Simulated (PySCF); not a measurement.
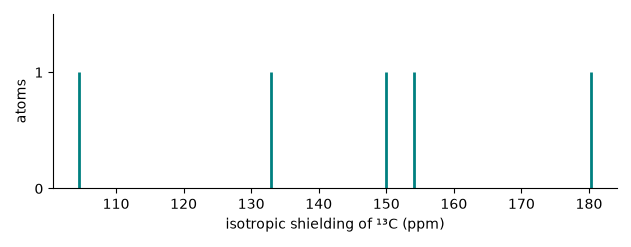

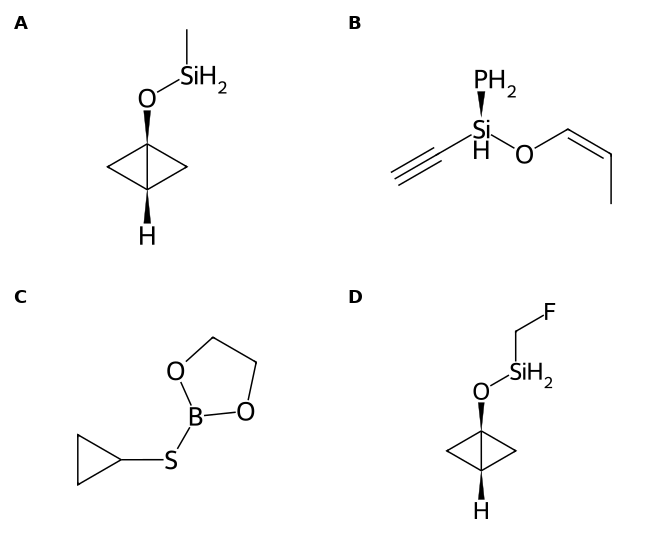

The sticks are computed shieldings of one of the molecules, for one fixed geometry (GFN2-xTB) without averaging over rotations. Low shielding means a high chemical shift. Method: GIAO PBE0/pcSseg-1 NMR shielding, non-relativistic, gas phase (PySCF 2.14.0).

> Match the spectrum to a structure.

D, `FC[SiH2]O[C@]12C[C@H]1C2`. Its 5 C atoms give lines at 104.5, 132.9, 150.0, 154.1, 180.3 ppm.

The geometry is semi-empirical. Around B, P, Si such bond lengths and angles can be off by a tenth of an ångström or more and by several degrees, and values that hang on the shape move with them.
